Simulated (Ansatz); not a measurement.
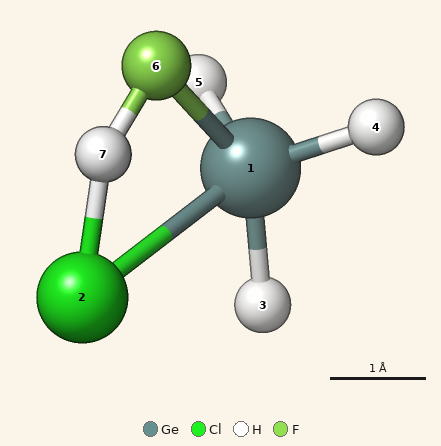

Figure 1. The structure as given in the input (ball-and-stick view, seen at a tilt; atoms are numbered from 1 in the order of the input). Sticks mark near contacts.

# Molecular dynamics of GeH4ClF (part 1 of 3)

System: GeH4ClF.
Method: RKS PBE0/def2-SVP (Ansatz 0.2.0).

It belongs to a series of runs on one base structure; here: dynamics from the highest image of the converged band. Figures and captions count atoms from 1; the log counts them from 0 in places.

The program's output
```
Engine: ansatz 0.2.0, aarch64-unknown-linux-gnu
Functional definition: PBE0
  parameter a = 0.25
  parameter kappa = 0.804
  parameter beta = 0.06672455060314922
  exchange = (1 - a)*pbe_x(kappa = kappa, mu = beta*pi^2/3) + a*exact_x
  correlation = pbe_c(beta = beta)
874 factors; integrals over basis functions are off by at most 3.4e-4 eV
mean field evaluation 1: about -71794.2954 eV, gradient 2.9e1 eV
mean field evaluation 2: about -71793.1085 eV, gradient 4.1e1 eV
mean field evaluation 4: about -71795.5457 eV, gradient 1.2e0 eV
mean field evaluation 8: about -71795.5558 eV, gradient 1.7e-2 eV
mean field -71795.55583198 eV, -2638.4380120496 hartree, gradient 7.1e-5 eV, S^2 0.000000; 0 other end points of the search recorded, 0 dependent functions left out
the calculation of the forces begins
reference -71795.55585460 eV, -2638.4380128810 hartree; 31, 31 occupied and 53, 53 virtual orbitals, 874 factors
md step     0: t =     0.00 fs  T =   100.0 K  F+E_penalty+E_count = -71795.55583198 eV  E_kin = 0.064630 eV  conserved = -71795.49120198 eV  (25 SCF iters)
these checks for a lower state are left out or cut short: starts, cluster_reference, orbital_swaps, neighbouring_geometries, increment
874 factors; integrals over basis functions are off by at most 3.3e-4 eV
mean field evaluation 16: about -71795.5543 eV, gradient 4.4e-1 eV
mean field -71795.55463664 eV, -2638.4379681219 hartree, gradient 1.7e-5 eV, S^2 0.000000; 0 other end points of the search recorded, 0 dependent functions left out
the calculation of the forces begins
reference -71795.55465926 eV, -2638.4379689529 hartree; 31, 31 occupied and 53, 53 virtual orbitals, 874 factors
md step     1: t =     0.50 fs  T =    98.2 K  F+E_penalty+E_count = -71795.55463664 eV  E_kin = 0.063443 eV  conserved = -71795.49119404 eV  (24 SCF iters)
[... from here on the SCF iterations and repeated set-up lines of each step are left out, up to the last step ...]
md step     2: t =     1.00 fs  T =    93.6 K  F+E_penalty+E_count = -71795.55167313 eV  E_kin = 0.060504 eV  conserved = -71795.49116886 eV  (24 SCF iters)
md step     3: t =     1.50 fs  T =    87.0 K  F+E_penalty+E_count = -71795.54735349 eV  E_kin = 0.056224 eV  conserved = -71795.49112936 eV  (24 SCF iters)
md step     4: t =     2.00 fs  T =    79.3 K  F+E_penalty+E_count = -71795.54231027 eV  E_kin = 0.051228 eV  conserved = -71795.49108227 eV  (23 SCF iters)
md step     5: t =     2.50 fs  T =    71.6 K  F+E_penalty+E_count = -71795.53729105 eV  E_kin = 0.046255 eV  conserved = -71795.49103653 eV  (24 SCF iters)
md step     6: t =     3.00 fs  T =    65.0 K  F+E_penalty+E_count = -71795.53301842 eV  E_kin = 0.042017 eV  conserved = -71795.49100142 eV  (25 SCF iters)
md step     7: t =     3.50 fs  T =    60.4 K  F+E_penalty+E_count = -71795.53004563 eV  E_kin = 0.039061 eV  conserved = -71795.49098417 eV  (23 SCF iters)
md step     8: t =     4.00 fs  T =    58.3 K  F+E_penalty+E_count = -71795.52864524 eV  E_kin = 0.037657 eV  conserved = -71795.49098776 eV  (24 SCF iters)
md step     9: t =     4.50 fs  T =    58.4 K  F+E_penalty+E_count = -71795.52876240 eV  E_kin = 0.037752 eV  conserved = -71795.49101021 eV  (24 SCF iters)
md step    10: t =     5.00 fs  T =    60.3 K  F+E_penalty+E_count = -71795.53004523 eV  E_kin = 0.039000 eV  conserved = -71795.49104518 eV  (24 SCF iters)
md step    11: t =     5.50 fs  T =    63.2 K  F+E_penalty+E_count = -71795.53194272 eV  E_kin = 0.040859 eV  conserved = -71795.49108383 eV  (23 SCF iters)
md step    12: t =     6.00 fs  T =    66.1 K  F+E_penalty+E_count = -71795.53384112 eV  E_kin = 0.042724 eV  conserved = -71795.49111740 eV  (23 SCF iters)
md step    13: t =     6.50 fs  T =    68.2 K  F+E_penalty+E_count = -71795.53520126 eV  E_kin = 0.044062 eV  conserved = -71795.49113912 eV  (23 SCF iters)
md step    14: t =     7.00 fs  T =    68.9 K  F+E_penalty+E_count = -71795.53566536 eV  E_kin = 0.044520 eV  conserved = -71795.49114557 eV  (23 SCF iters)
md step    15: t =     7.50 fs  T =    68.0 K  F+E_penalty+E_count = -71795.53511388 eV  E_kin = 0.043977 eV  conserved = -71795.49113669 eV  (25 SCF iters)
md step    16: t =     8.00 fs  T =    65.8 K  F+E_penalty+E_count = -71795.53366963 eV  E_kin = 0.042554 eV  conserved = -71795.49111517 eV  (25 SCF iters)
md step    17: t =     8.50 fs  T =    62.8 K  F+E_penalty+E_count = -71795.53165800 eV  E_kin = 0.040573 eV  conserved = -71795.49108538 eV  (24 SCF iters)
md step    18: t =     9.00 fs  T =    59.5 K  F+E_penalty+E_count = -71795.52953892 eV  E_kin = 0.038486 eV  conserved = -71795.49105279 eV  (24 SCF iters)
md step    19: t =     9.50 fs  T =    56.9 K  F+E_penalty+E_count = -71795.52782536 eV  E_kin = 0.036803 eV  conserved = -71795.49102253 eV  (25 SCF iters)
md step    20: t =    10.00 fs  T =    55.7 K  F+E_penalty+E_count = -71795.52700281 eV  E_kin = 0.036005 eV  conserved = -71795.49099812 eV  (25 SCF iters)
md step    21: t =    10.50 fs  T =    56.4 K  F+E_penalty+E_count = -71795.52746196 eV  E_kin = 0.036479 eV  conserved = -71795.49098320 eV  (24 SCF iters)
md step    22: t =    11.00 fs  T =    59.5 K  F+E_penalty+E_count = -71795.52944401 eV  E_kin = 0.038464 eV  conserved = -71795.49097995 eV  (24 SCF iters)
md step    23: t =    11.50 fs  T =    65.0 K  F+E_penalty+E_count = -71795.53300725 eV  E_kin = 0.042018 eV  conserved = -71795.49098918 eV  (29 SCF iters)
md step    24: t =    12.00 fs  T =    72.7 K  F+E_penalty+E_count = -71795.53801426 eV  E_kin = 0.047004 eV  conserved = -71795.49101047 eV  (29 SCF iters)
md step    25: t =    12.50 fs  T =    82.2 K  F+E_penalty+E_count = -71795.54414051 eV  E_kin = 0.053099 eV  conserved = -71795.49104194 eV  (29 SCF iters)
md step    26: t =    13.00 fs  T =    92.6 K  F+E_penalty+E_count = -71795.55090526 eV  E_kin = 0.059825 eV  conserved = -71795.49108024 eV  (29 SCF iters)
md step    27: t =    13.50 fs  T =   103.1 K  F+E_penalty+E_count = -71795.55772460 eV  E_kin = 0.066604 eV  conserved = -71795.49112085 eV  (29 SCF iters)
md step    28: t =    14.00 fs  T =   112.7 K  F+E_penalty+E_count = -71795.56398512 eV  E_kin = 0.072826 eV  conserved = -71795.49115879 eV  (29 SCF iters)
md step    29: t =    14.50 fs  T =   120.6 K  F+E_penalty+E_count = -71795.56913080 eV  E_kin = 0.077944 eV  conserved = -71795.49118718 eV  (29 SCF iters)
md step    30: t =    15.00 fs  T =   126.2 K  F+E_penalty+E_count = -71795.57276135 eV  E_kin = 0.081561 eV  conserved = -71795.49120050 eV  (29 SCF iters)
md step    31: t =    15.50 fs  T =   129.2 K  F+E_penalty+E_count = -71795.57472017 eV  E_kin = 0.083526 eV  conserved = -71795.49119442 eV  (29 SCF iters)
md step    32: t =    16.00 fs  T =   130.0 K  F+E_penalty+E_count = -71795.57515879 eV  E_kin = 0.083991 eV  conserved = -71795.49116764 eV  (29 SCF iters)
md step    33: t =    16.50 fs  T =   129.1 K  F+E_penalty+E_count = -71795.57455443 eV  E_kin = 0.083432 eV  conserved = -71795.49112218 eV  (29 SCF iters)
md step    34: t =    17.00 fs  T =   127.8 K  F+E_penalty+E_count = -71795.57366784 eV  E_kin = 0.082603 eV  conserved = -71795.49106507 eV  (29 SCF iters)
md step    35: t =    17.50 fs  T =   127.5 K  F+E_penalty+E_count = -71795.57343180 eV  E_kin = 0.082425 eV  conserved = -71795.49100672 eV  (29 SCF iters)
md step    36: t =    18.00 fs  T =   129.7 K  F+E_penalty+E_count = -71795.57478597 eV  E_kin = 0.083827 eV  conserved = -71795.49095928 eV  (24 SCF iters)
md step    37: t =    18.50 fs  T =   135.5 K  F+E_penalty+E_count = -71795.57848795 eV  E_kin = 0.087554 eV  conserved = -71795.49093360 eV  (24 SCF iters)
md step    38: t =    19.00 fs  T =   145.5 K  F+E_penalty+E_count = -71795.58494594 eV  E_kin = 0.094010 eV  conserved = -71795.49093628 eV  (24 SCF iters)
md step    39: t =    19.50 fs  T =   159.6 K  F+E_penalty+E_count = -71795.59411788 eV  E_kin = 0.103150 eV  conserved = -71795.49096773 eV  (25 SCF iters)
md step    40: t =    20.00 fs  T =   177.1 K  F+E_penalty+E_count = -71795.60550682 eV  E_kin = 0.114485 eV  conserved = -71795.49102194 eV  (23 SCF iters)
md step    41: t =    20.50 fs  T =   196.8 K  F+E_penalty+E_count = -71795.61825544 eV  E_kin = 0.127167 eV  conserved = -71795.49108801 eV  (24 SCF iters)
md step    42: t =    21.00 fs  T =   216.9 K  F+E_penalty+E_count = -71795.63131549 eV  E_kin = 0.140162 eV  conserved = -71795.49115321 eV  (24 SCF iters)
md step    43: t =    21.50 fs  T =   235.9 K  F+E_penalty+E_count = -71795.64364794 eV  E_kin = 0.152442 eV  conserved = -71795.49120573 eV  (24 SCF iters)
md step    44: t =    22.00 fs  T =   252.5 K  F+E_penalty+E_count = -71795.65440829 eV  E_kin = 0.163171 eV  conserved = -71795.49123727 eV  (29 SCF iters)
md step    45: t =    22.50 fs  T =   265.9 K  F+E_penalty+E_count = -71795.66307942 eV  E_kin = 0.171835 eV  conserved = -71795.49124404 eV  (29 SCF iters)
md step    46: t =    23.00 fs  T =   275.9 K  F+E_penalty+E_count = -71795.66953481 eV  E_kin = 0.178308 eV  conserved = -71795.49122668 eV  (30 SCF iters)
md step    47: t =    23.50 fs  T =   282.9 K  F+E_penalty+E_count = -71795.67403185 eV  E_kin = 0.182843 eV  conserved = -71795.49118928 eV  (29 SCF iters)
md step    48: t =    24.00 fs  T =   287.8 K  F+E_penalty+E_count = -71795.67714908 eV  E_kin = 0.186011 eV  conserved = -71795.49113847 eV  (24 SCF iters)
md step    49: t =    24.50 fs  T =   291.8 K  F+E_penalty+E_count = -71795.67968554 eV  E_kin = 0.188604 eV  conserved = -71795.49108150 eV  (24 SCF iters)
md step    50: t =    25.00 fs  T =   296.3 K  F+E_penalty+E_count = -71795.68254346 eV  E_kin = 0.191518 eV  conserved = -71795.49102572 eV  (24 SCF iters)
md step    51: t =    25.50 fs  T =   302.7 K  F+E_penalty+E_count = -71795.68660894 eV  E_kin = 0.195631 eV  conserved = -71795.49097813 eV  (24 SCF iters)
md step    52: t =    26.00 fs  T =   312.1 K  F+E_penalty+E_count = -71795.69264090 eV  E_kin = 0.201697 eV  conserved = -71795.49094436 eV  (24 SCF iters)
md step    53: t =    26.50 fs  T =   325.3 K  F+E_penalty+E_count = -71795.70117780 eV  E_kin = 0.210249 eV  conserved = -71795.49092913 eV  (24 SCF iters)
md step    54: t =    27.00 fs  T =   342.8 K  F+E_penalty+E_count = -71795.71246407 eV  E_kin = 0.221528 eV  conserved = -71795.49093558 eV  (24 SCF iters)
md step    55: t =    27.50 fs  T =   364.3 K  F+E_penalty+E_count = -71795.72640247 eV  E_kin = 0.235437 eV  conserved = -71795.49096501 eV  (24 SCF iters)
md step    56: t =    28.00 fs  T =   389.2 K  F+E_penalty+E_count = -71795.74253704 eV  E_kin = 0.251520 eV  conserved = -71795.49101671 eV  (29 SCF iters)
md step    57: t =    28.50 fs  T =   416.2 K  F+E_penalty+E_count = -71795.76007336 eV  E_kin = 0.268987 eV  conserved = -71795.49108643 eV  (29 SCF iters)
md step    58: t =    29.00 fs  T =   443.7 K  F+E_penalty+E_count = -71795.77794818 eV  E_kin = 0.286782 eV  conserved = -71795.49116660 eV  (29 SCF iters)
md step    59: t =    29.50 fs  T =   469.9 K  F+E_penalty+E_count = -71795.79495555 eV  E_kin = 0.303710 eV  conserved = -71795.49124601 eV  (24 SCF iters)
md step    60: t =    30.00 fs  T =   493.0 K  F+E_penalty+E_count = -71795.80993323 eV  E_kin = 0.318623 eV  conserved = -71795.49130976 eV  (29 SCF iters)
md step    61: t =    30.50 fs  T =   511.6 K  F+E_penalty+E_count = -71795.82199834 eV  E_kin = 0.330658 eV  conserved = -71795.49134046 eV  (29 SCF iters)
md step    62: t =    31.00 fs  T =   525.3 K  F+E_penalty+E_count = -71795.83080037 eV  E_kin = 0.339475 eV  conserved = -71795.49132499 eV  (29 SCF iters)
md step    63: t =    31.50 fs  T =   534.5 K  F+E_penalty+E_count = -71795.83671590 eV  E_kin = 0.345457 eV  conserved = -71795.49125890 eV  (29 SCF iters)
md step    64: t =    32.00 fs  T =   541.2 K  F+E_penalty+E_count = -71795.84090022 eV  E_kin = 0.349748 eV  conserved = -71795.49115210 eV  (29 SCF iters)
md step    65: t =    32.50 fs  T =   547.9 K  F+E_penalty+E_count = -71795.84511355 eV  E_kin = 0.354083 eV  conserved = -71795.49103097 eV  (29 SCF iters)
md step    66: t =    33.00 fs  T =   557.6 K  F+E_penalty+E_count = -71795.85130339 eV  E_kin = 0.360371 eV  conserved = -71795.49093229 eV  (29 SCF iters)
md step    67: t =    33.50 fs  T =   572.7 K  F+E_penalty+E_count = -71795.86103629 eV  E_kin = 0.370146 eV  conserved = -71795.49089058 eV  (24 SCF iters)
md step    68: t =    34.00 fs  T =   594.2 K  F+E_penalty+E_count = -71795.87497428 eV  E_kin = 0.384051 eV  conserved = -71795.49092328 eV  (23 SCF iters)
md step    69: t =    34.50 fs  T =   621.4 K  F+E_penalty+E_count = -71795.89261463 eV  E_kin = 0.401592 eV  conserved = -71795.49102226 eV  (24 SCF iters)
md step    70: t =    35.00 fs  T =   651.8 K  F+E_penalty+E_count = -71795.91241566 eV  E_kin = 0.421258 eV  conserved = -71795.49115758 eV  (29 SCF iters)
md step    71: t =    35.50 fs  T =   682.3 K  F+E_penalty+E_count = -71795.93225777 eV  E_kin = 0.440968 eV  conserved = -71795.49128996 eV  (30 SCF iters)
md step    72: t =    36.00 fs  T =   709.7 K  F+E_penalty+E_count = -71795.95005021 eV  E_kin = 0.458665 eV  conserved = -71795.49138551 eV  (29 SCF iters)
md step    73: t =    36.50 fs  T =   731.6 K  F+E_penalty+E_count = -71795.96426066 eV  E_kin = 0.472835 eV  conserved = -71795.49142572 eV  (29 SCF iters)
md step    74: t =    37.00 fs  T =   747.0 K  F+E_penalty+E_count = -71795.97421648 eV  E_kin = 0.482808 eV  conserved = -71795.49140893 eV  (29 SCF iters)
md step    75: t =    37.50 fs  T =   756.3 K  F+E_penalty+E_count = -71795.98014367 eV  E_kin = 0.488797 eV  conserved = -71795.49134645 eV  (29 SCF iters)
md step    76: t =    38.00 fs  T =   760.9 K  F+E_penalty+E_count = -71795.98299686 eV  E_kin = 0.491739 eV  conserved = -71795.49125751 eV  (29 SCF iters)
md step    77: t =    38.50 fs  T =   762.8 K  F+E_penalty+E_count = -71795.98416659 eV  E_kin = 0.493004 eV  conserved = -71795.49116212 eV  (24 SCF iters)
md step    78: t =    39.00 fs  T =   764.5 K  F+E_penalty+E_count = -71795.98515532 eV  E_kin = 0.494075 eV  conserved = -71795.49108016 eV  (29 SCF iters)
md step    79: t =    39.50 fs  T =   767.8 K  F+E_penalty+E_count = -71795.98727185 eV  E_kin = 0.496247 eV  conserved = -71795.49102526 eV  (28 SCF iters)
md step    80: t =    40.00 fs  T =   774.2 K  F+E_penalty+E_count = -71795.99139618 eV  E_kin = 0.500389 eV  conserved = -71795.49100747 eV  (28 SCF iters)
md step    81: t =    40.50 fs  T =   784.1 K  F+E_penalty+E_count = -71795.99782493 eV  E_kin = 0.506795 eV  conserved = -71795.49103010 eV  (28 SCF iters)
md step    82: t =    41.00 fs  T =   797.1 K  F+E_penalty+E_count = -71796.00622446 eV  E_kin = 0.515136 eV  conserved = -71795.49108851 eV  (29 SCF iters)
md step    83: t =    41.50 fs  T =   811.6 K  F+E_penalty+E_count = -71796.01570835 eV  E_kin = 0.524538 eV  conserved = -71795.49116989 eV  (29 SCF iters)
md step    84: t =    42.00 fs  T =   825.9 K  F+E_penalty+E_count = -71796.02504855 eV  E_kin = 0.533795 eV  conserved = -71795.49125335 eV  (29 SCF iters)
md step    85: t =    42.50 fs  T =   838.1 K  F+E_penalty+E_count = -71796.03300912 eV  E_kin = 0.541696 eV  conserved = -71795.49131307 eV  (29 SCF iters)
md step    86: t =    43.00 fs  T =   847.0 K  F+E_penalty+E_count = -71796.03874571 eV  E_kin = 0.547420 eV  conserved = -71795.49132587 eV  (29 SCF iters)
md step    87: t =    43.50 fs  T =   852.3 K  F+E_penalty+E_count = -71796.04215368 eV  E_kin = 0.550872 eV  conserved = -71795.49128142 eV  (29 SCF iters)
md step    88: t =    44.00 fs  T =   855.4 K  F+E_penalty+E_count = -71796.04400788 eV  E_kin = 0.552816 eV  conserved = -71795.49119151 eV  (29 SCF iters)
md step    89: t =    44.50 fs  T =   858.2 K  F+E_penalty+E_count = -71796.04576318 eV  E_kin = 0.554673 eV  conserved = -71795.49109039 eV  (29 SCF iters)
md step    90: t =    45.00 fs  T =   863.4 K  F+E_penalty+E_count = -71796.04901852 eV  E_kin = 0.557996 eV  conserved = -71795.49102281 eV  (23 SCF iters)
md step    91: t =    45.50 fs  T =   872.4 K  F+E_penalty+E_count = -71796.05483974 eV  E_kin = 0.563819 eV  conserved = -71795.49102044 eV  (23 SCF iters)
md step    92: t =    46.00 fs  T =   885.3 K  F+E_penalty+E_count = -71796.06327896 eV  E_kin = 0.572195 eV  conserved = -71795.49108445 eV  (23 SCF iters)
md step    93: t =    46.50 fs  T =   900.8 K  F+E_penalty+E_count = -71796.07335934 eV  E_kin = 0.582176 eV  conserved = -71795.49118356 eV  (29 SCF iters)
md step    94: t =    47.00 fs  T =   916.4 K  F+E_penalty+E_count = -71796.08354781 eV  E_kin = 0.592276 eV  conserved = -71795.49127136 eV  (29 SCF iters)
md step    95: t =    47.50 fs  T =   930.1 K  F+E_penalty+E_count = -71796.09246182 eV  E_kin = 0.601152 eV  conserved = -71795.49131002 eV  (24 SCF iters)
md step    96: t =    48.00 fs  T =   941.0 K  F+E_penalty+E_count = -71796.09945632 eV  E_kin = 0.608171 eV  conserved = -71795.49128571 eV  (29 SCF iters)
md step    97: t =    48.50 fs  T =   949.5 K  F+E_penalty+E_count = -71796.10485132 eV  E_kin = 0.613641 eV  conserved = -71795.49121005 eV  (29 SCF iters)
md step    98: t =    49.00 fs  T =   957.2 K  F+E_penalty+E_count = -71796.10977195 eV  E_kin = 0.618662 eV  conserved = -71795.49111038 eV  (29 SCF iters)
md step    99: t =    49.50 fs  T =   966.6 K  F+E_penalty+E_count = -71796.11573864 eV  E_kin = 0.624722 eV  conserved = -71795.49101704 eV  (23 SCF iters)
md step   100: t =    50.00 fs  T =   979.8 K  F+E_penalty+E_count = -71796.12419599 eV  E_kin = 0.633242 eV  conserved = -71795.49095415 eV  (23 SCF iters)
md step   101: t =    50.50 fs  T =   998.3 K  F+E_penalty+E_count = -71796.13612756 eV  E_kin = 0.645192 eV  conserved = -71795.49093536 eV  (23 SCF iters)
md step   102: t =    51.00 fs  T =  1022.5 K  F+E_penalty+E_count = -71796.15182906 eV  E_kin = 0.660865 eV  conserved = -71795.49096370 eV  (23 SCF iters)
md step   103: t =    51.50 fs  T =  1051.9 K  F+E_penalty+E_count = -71796.17084810 eV  E_kin = 0.679814 eV  conserved = -71795.49103394 eV  (23 SCF iters)
md step   104: t =    52.00 fs  T =  1084.5 K  F+E_penalty+E_count = -71796.19206310 eV  E_kin = 0.700929 eV  conserved = -71795.49113435 eV  (23 SCF iters)
md step   105: t =    52.50 fs  T =  1118.1 K  F+E_penalty+E_count = -71796.21387173 eV  E_kin = 0.722624 eV  conserved = -71795.49124823 eV  (29 SCF iters)
md step   106: t =    53.00 fs  T =  1149.8 K  F+E_penalty+E_count = -71796.23446641 eV  E_kin = 0.743112 eV  conserved = -71795.49135421 eV  (29 SCF iters)
md step   107: t =    53.50 fs  T =  1177.1 K  F+E_penalty+E_count = -71796.25218343 eV  E_kin = 0.760755 eV  conserved = -71795.49142815 eV  (29 SCF iters)
md step   108: t =    54.00 fs  T =  1198.3 K  F+E_penalty+E_count = -71796.26589243 eV  E_kin = 0.774446 eV  conserved = -71795.49144621 eV  (29 SCF iters)
md step   109: t =    54.50 fs  T =  1213.0 K  F+E_penalty+E_count = -71796.27535838 eV  E_kin = 0.783964 eV  conserved = -71795.49139434 eV  (29 SCF iters)
md step   110: t =    55.00 fs  T =  1222.6 K  F+E_penalty+E_count = -71796.28144594 eV  E_kin = 0.790168 eV  conserved = -71795.49127760 eV  (29 SCF iters)
md step   111: t =    55.50 fs  T =  1229.9 K  F+E_penalty+E_count = -71796.28602169 eV  E_kin = 0.794896 eV  conserved = -71795.49112540 eV  (29 SCF iters)
md step   112: t =    56.00 fs  T =  1238.6 K  F+E_penalty+E_count = -71796.29147654 eV  E_kin = 0.800489 eV  conserved = -71795.49098793 eV  (23 SCF iters)
md step   113: t =    56.50 fs  T =  1251.8 K  F+E_penalty+E_count = -71796.29995058 eV  E_kin = 0.809034 eV  conserved = -71795.49091629 eV  (23 SCF iters)
```
